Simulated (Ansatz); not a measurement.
CH₁₀N₂SSi₂ (SMILES C[SiH2]S[SiH](N)N)

```xyz
16

C    -1.5923   -2.0084   -0.8790
Si   -0.4971   -1.9572    0.6551
S    -0.4251   -0.0072    1.6017
Si    1.0011    0.9776    0.2954
N     1.4623    2.5540    0.8685
N     0.2432    0.9851   -1.2740
H    -2.6196   -1.6842   -0.6438
H    -1.6356   -3.0345   -1.2848
H    -1.1735   -1.3411   -1.6501
H     0.9032   -2.3762    0.3050
H    -1.0245   -2.8804    1.7146
H     2.2786    0.2004    0.2397
H     0.7301    3.2474    1.0359
H     2.1536    2.5893    1.6214
H    -0.7619    1.1655   -1.2959
H     0.7151    1.4989   -2.0223
```

These are results of Ansatz 0.2.0, RKS PBE-D4/6-31G*, not measurements.

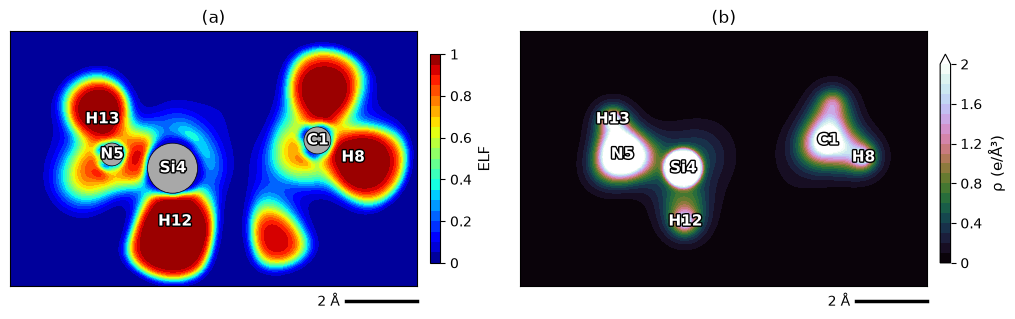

Figure 1. (a) electron localisation function; (b) electron density on the plane of atoms Si4, N5 and H13. Grey discs cover the atomic cores in the ELF map.

What do the fields say about this system?

The plane passes through C, Si, N and H nuclei. Si–N (1.74 Å): ρ is about 1.1 e/Å³ halfway; the ELF peaks at about 0.90 between the atoms, as expected for a shared but strongly polarised pair. N–H (1.02 Å): ρ at the midpoint is about 2.7 e/Å³; the ELF climbs to about 1 towards the hydrogen, as it does in any bond to H; a covalent bond by its length. C–H (1.10 Å): ρ at the midpoint is about 1.9 e/Å³; the ELF climbs to about 1 towards the hydrogen: a covalent bond by its length. Si–H (1.50 Å): the density is about 0.78 e/Å³ at the midpoint; the ELF climbs to about 1 towards the hydrogen.

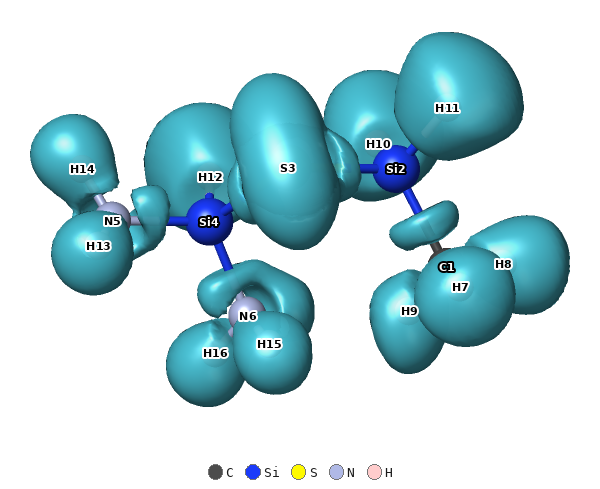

Figure 2. Isosurface of the electron localisation function at 0.8 (cyan), seen at a tilt. Only the valence region is drawn (cores and ρ < 0.01 e/Å³ removed).

Identify the bonds, lone pairs and shells in this picture.

The ELF exceeds this value in one region between bonded C–Si atoms (shared pairs), six regions around hydrogen nuclei, one region on S in which the atom's valence shell and bonds are merged and two joined regions spread over several atoms (H, N), in which their bonds and any lone pairs are merged. Profiles from the grid: C–Si (1.89 Å): the ELF peaks at about 0.95 between the atoms; localised, covalent bonding.

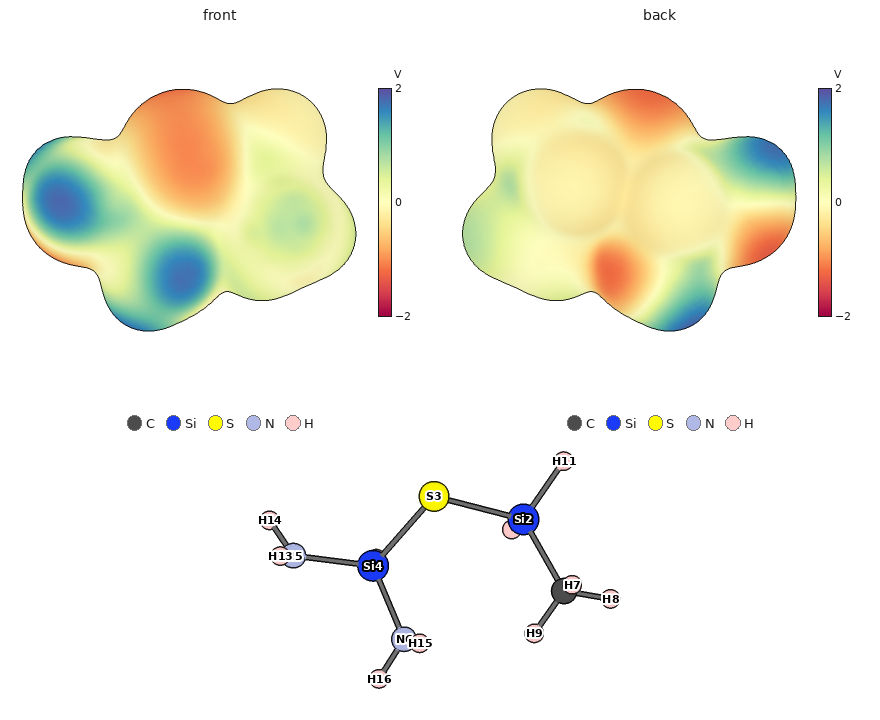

Figure 3. The electrostatic potential painted on the density surface at 0.002 e/bohr³, seen from the front and from behind; red is negative and blue positive. The bare structure is drawn below in the same view.

Describe the electrostatic potential map.

The most negative region (about −1.2 V) lies over S3, N5 and N6, the most positive (about +1.8 V) over H13, H14, H15 and H16.
